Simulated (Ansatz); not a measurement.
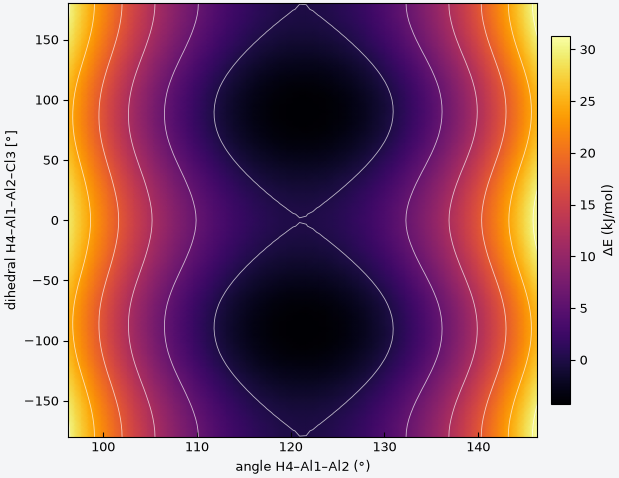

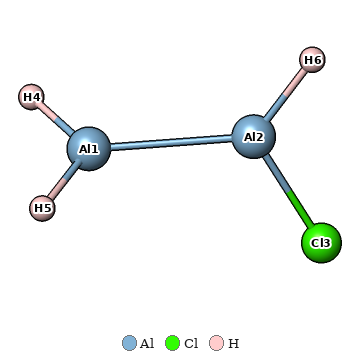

Energy landscape of Al₂ClH₃, SMILES [AlH2][AlH][Cl]. 
- Coordinates scanned: (1) angle H4–Al1–Al2; (2) dihedral H4–Al1–Al2–Cl3.
- Nothing is relaxed (all other coordinates rigid).
- The grid has 9 × 10 points; 54 points were computed and 36 follow by symmetry.
- All energies are given in kJ/mol relative to the relaxed molecule at the same level.
- Method: RKS PBE0-D4/def2-TZVP in Ansatz.

Drawn: a smooth colour map with a few white contour lines. Between grid points the surface is interpolated. The second picture is the structure at the lowest point.

> What does the map say about the system?

The lowest grid point is at angle H4–Al1–Al2 = 121.3°, dihedral H4–Al1–Al2–Cl3 = −108°, −3.9 kJ/mol from the relaxed molecule at the same level; the map holds 2 wells of about this depth. No other kind of well shows on this grid. The highest grid point, angle H4–Al1–Al2 = 146.3°, dihedral H4–Al1–Al2–Cl3 = −180°, lies 35.2 kJ/mol above the lowest. On the interpolated surface the easiest way out of the lowest well to a well of about the same depth near angle H4–Al1–Al2 = 121.3°, dihedral H4–Al1–Al2–Cl3 = 108° passes a barrier of about 4.3 kJ/mol, counted from the interpolated bottom of the well. Round the minimum the two coordinates are nearly uncoupled.

The values on the grid:

| dihedral H4–Al1–Al2–Cl3 ↓, angle H4–Al1–Al2 → | 96.3 | 102.5 | 108.8 | 115.0 | 121.3 | 127.5 | 133.8 | 140.0 | 146.3 |
| --- | --- | --- | --- | --- | --- | --- | --- | --- | --- |
| 144 | 28.6 | 15.5 | 6.0 | 0.4 | −1.5 | 0.3 | 6.0 | 15.5 | 29.2 |
| 108 | 25.6 | 12.9 | 3.6 | −2.0 | −3.9 | −2.2 | 3.4 | 12.6 | 26.0 |
| 72 | 25.3 | 12.6 | 3.4 | −2.0 | −3.9 | −2.1 | 3.4 | 12.7 | 26.0 |
| 36 | 27.7 | 15.0 | 5.7 | 0.3 | −1.5 | 0.4 | 6.1 | 15.5 | 29.1 |
| 0 | 29.2 | 16.5 | 7.2 | 1.8 | 0.0 | 1.9 | 7.7 | 17.3 | 31.1 |
| −36 | 27.7 | 15.0 | 5.7 | 0.3 | −1.5 | 0.4 | 6.1 | 15.5 | 29.1 |
| −72 | 25.3 | 12.6 | 3.4 | −2.0 | −3.9 | −2.1 | 3.4 | 12.7 | 26.0 |
| −108 | 25.6 | 12.9 | 3.6 | −2.0 | −3.9 | −2.2 | 3.4 | 12.6 | 26.0 |
| −144 | 28.6 | 15.5 | 6.0 | 0.4 | −1.5 | 0.3 | 6.0 | 15.5 | 29.2 |
| −180 | 30.3 | 17.1 | 7.5 | 1.9 | 0.0 | 1.9 | 7.7 | 17.4 | 31.3 |

Each point was launched as `ansatz run input.yaml --threads 1 --pin off --max-ram 2560MiB --backend cpu --events-out ev --progress --plain --runs-dir out`. Time for the 54 points that were run: 4.9 min on 1 thread of Intel(R) Xeon(R) Platinum 8259CL CPU @ 2.50GHz (Skylake/Cascade Lake), with other jobs on the host.
